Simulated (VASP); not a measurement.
Band structure of TiBrO (space group Pmmn). These are PBEsol GGA, VASP's PBE PAW potentials (set 64) (plane waves; VASP) values and carry that method's errors.

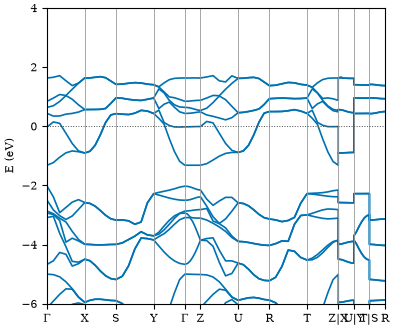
Figure. Bands along high-symmetry lines, zero at the valence-band maximum or, without a gap, the Fermi level

Problem. Read the plot: is there a gap, and where are the band edges?

Solution. It has no gap at this level: it comes out as a metal or semimetal. (Edges off the drawn lines would not show.)

The structure comes from a computed database's TiBrO entry (Pmmn); how it stands against other phases isn't given here. It was relaxed first.
